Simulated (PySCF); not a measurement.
# B(PF3)H3 (BF3H3P): electronic structure

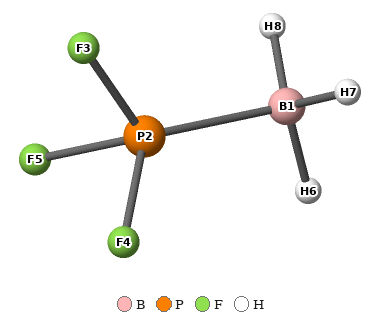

The molecule, with its atoms numbered as below. No frequency check shows the geometry to be a minimum.

Coordinates in Å:

```
B1       2.0053   -0.0008    0.0022
P2       0.1355    0.0007   -0.0014
F3      -0.6925    0.3396   -1.3038
F4      -0.7078    0.9582    0.9430
F5      -0.7075   -1.2969    0.3553
H6       2.2952   -0.2612    1.1339
H7       2.3081    1.0877   -0.3150
H8       2.3079   -0.8415   -0.7588
```

### 1. Bonding charge

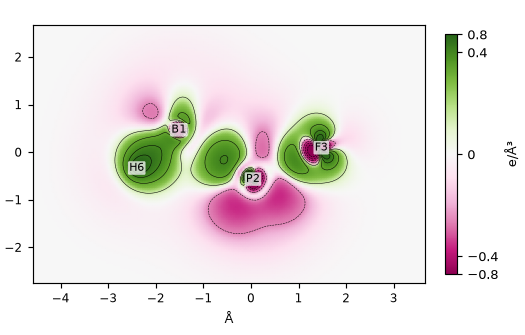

Deformation density (molecule less spherical, spin-averaged free atoms) in the plane of B1, P2, F3 and H6; colour scale in e/Å³, logarithmic beyond ±0.1; green: gain, pink: loss.

Level of theory: CAM-B3LYP/def2-TZVP (PySCF), at a geometry from GFN2-xTB.

Describe the bonding that the map shows.

Answer. B1–H6: +0.39 e/Å³ at the bond critical point (bond length 1.20 Å, Mayer order 0.9). P2–F3: +0.06 e/Å³ at the bond critical point (bond length 1.58 Å, Mayer order 1.1); up to 0.6 Å beside the axis the gain reaches +0.33 e/Å³. B1–P2: +0.02 e/Å³ at the bond critical point (bond length 1.87 Å, Mayer order 0.9); up to 0.6 Å beside the axis the gain reaches +0.41 e/Å³. In all, 1.8 electrons gather in the regions of gain relative to the promolecule. A small or negative value marks a very polar bond, one between electron-rich atoms, whose free-atom densities already overlap strongly, a long bond to a heavier atom, or a closed-shell contact such as a hydrogen bond.

Where do the Hirshfeld charges lie?

Answer. The highest Hirshfeld charge is on P2 (+0.62 e), the lowest on B1 (−0.12 e).

### 2. Bond critical points

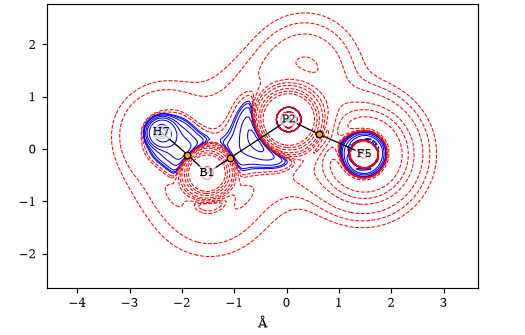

Negative Laplacian of the density (−∇²ρ) in the plane of B1, P2, F5 and H7 (solid blue lines positive, dashed red lines negative, contours at ±0.02 to ±8 a.u.), with bond paths and bond critical points (dots).

Sort the bonds in the plane by the sign of ∇²ρ at their critical points.

Answer. Concentrated (∇²ρ < 0): B1–H7 (−0.22 a.u.). Depleted (∇²ρ > 0): P2–F5 (+0.70 a.u., H = −0.121); B1–P2 (+0.17 a.u., H = −0.098). A positive Laplacian with clearly negative H marks a strongly polar covalent bond, whose critical point lies close to the core of the less electronegative atom.

Where along B1–P2 does the critical point lie?

Answer. 0.54 Å from B1 and 1.33 Å from P2.

### 3. Local ionisation energy

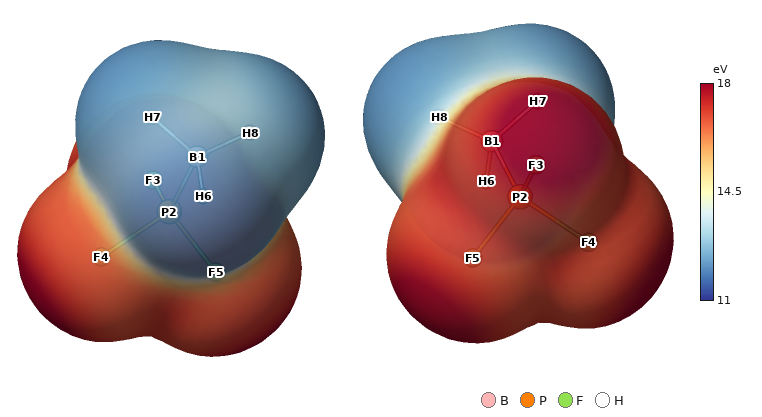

Average local ionisation energy on the surface of electron density 0.001 a.u. (back view left, front view right).

Locate the minima of the map.

Answer. The lowest value is 12.0 eV, 1.4 Å from H6. Further minima include 16.8 eV, 1.7 Å from F5, and at like points elsewhere. For comparison, the highest occupied orbital lies at −11.4 eV.

What volume does the surface enclose, and what is the dipole moment?

Answer. About 99 Å³; the dipole moment is 0.6 D.

### 4. Localised orbitals

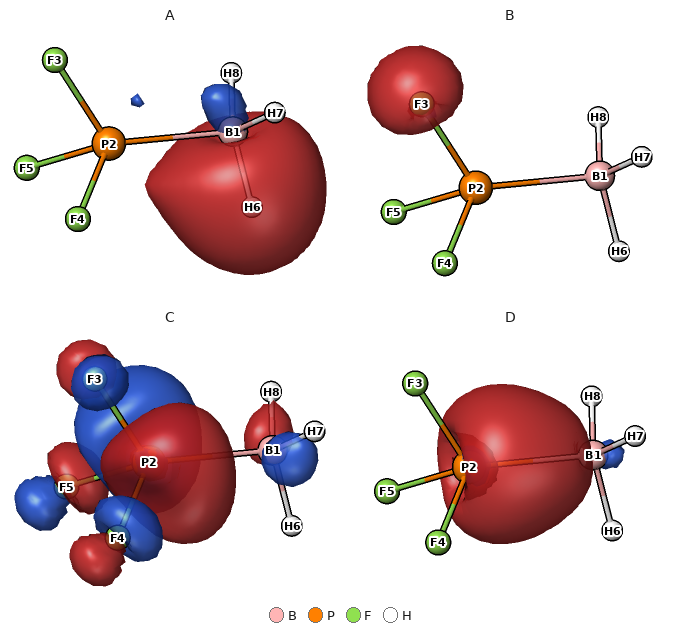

Intrinsic bond orbitals (IBO), occupied and valence-virtual; each surface holds about 80 % of the orbital's density. Energies are diagonal elements of the Fock matrix.

Computed with PySCF, BP86/6-31+G*, geometry: GFN2-xTB.

Identify each orbital.

Answer. By panel:
- A: σ bond B1–H6 (B1 50 %, H6 46 %, P2 4 %; −10.0 eV)
- B: lone pair on F3 (sp0.4-type) (F3 100 %; −22.9 eV)
- C: σ* orbital P2–F4, mostly on P2 (P2 72 %, F4 10 %, F5 10 %; −0.1 eV)
- D: σ bond P2–B1 (P2 67 %, B1 33 %; −15.0 eV)

How do all the valence pairs divide up?

Answer. 16 pairs: 9 lone pairs and 7 σ bonds.
